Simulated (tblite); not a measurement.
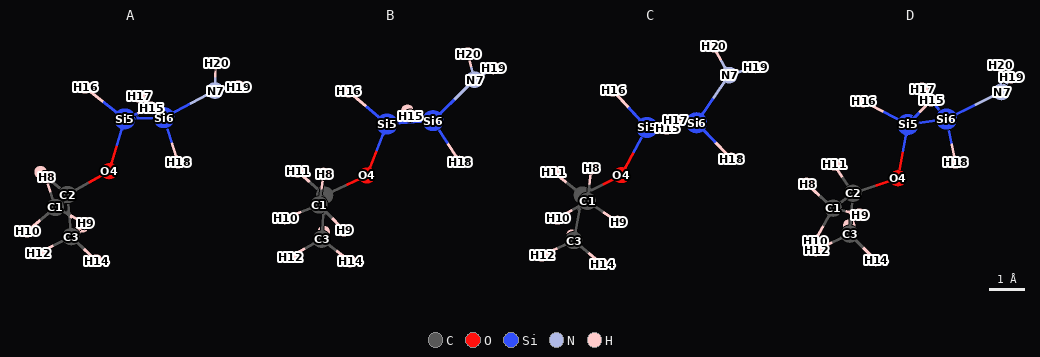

4 geometries from one relaxation of C3H13NOSi2, in shuffled order. A ball-and-stick model, seen from a free direction.

These are results of GFN2-xTB geometry optimisation, gas phase in tblite 0.8.0, not measurements. 

**Put them in the order of the run, from the start to the converged end.**

D, A, B, C. They are steps 0, 47, 96, 153, at +1.098 eV, +0.138 eV, +0.086 eV relative to the last. The largest move after the best rigid fit is that of an H atom, 1.39 Å. By element the largest moves are H 1.39 Å, O 1.05 Å, N 0.65 Å, C 0.50 Å, Si 0.32 Å. Near-neighbour distances that change, for instance: N–Si 1.808 → 1.727 Å, Si–Si 2.217 → 2.282 Å, O–Si 1.682 → 1.619 Å, C–H 1.139 → 1.087 Å. Among the angles between lasting bonds that change: C–O–Si 115.3° → 130.4°, O–Si–Si 114.8° → 100.6°, Si–N–H 107.5° → 118.6°. Groups turn about Si–Si by about 65°, C–O by about 65°, O–Si by about 60°. After 153 geometry steps the energy has fallen by 1.098 eV.
